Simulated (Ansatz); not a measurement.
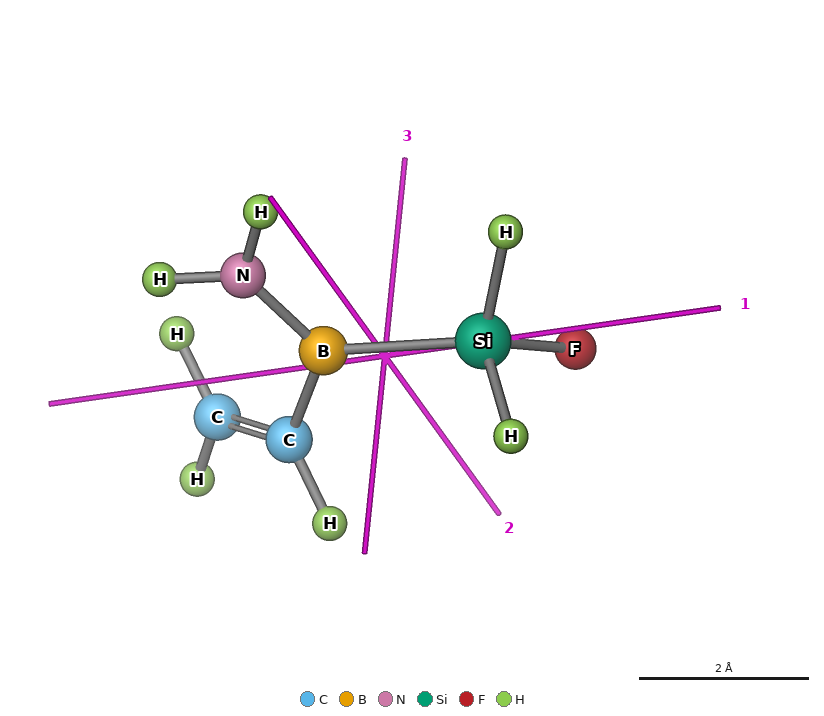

The three principal axes of inertia are drawn and numbered. Distant atoms are faded towards the background colour. The computed structure is the end point of a PBE-D4/def2-SVP optimisation. No frequency run is at hand to confirm it as a minimum. Masses are those of the most abundant isotopes; constants are for the rigid equilibrium geometry.

**Which line is the a axis (least moment of inertia), which b and which c?**

a is line 1, b is line 2, c is line 3; the moments are 122, 314, 404 u Å².

**Classify the rotor and give the rotational constants (MHz).**

An asymmetric top (C1): A = 4157, B = 1609, C = 1252 MHz. Ray's parameter κ is −0.75, nearer the prolate limit.
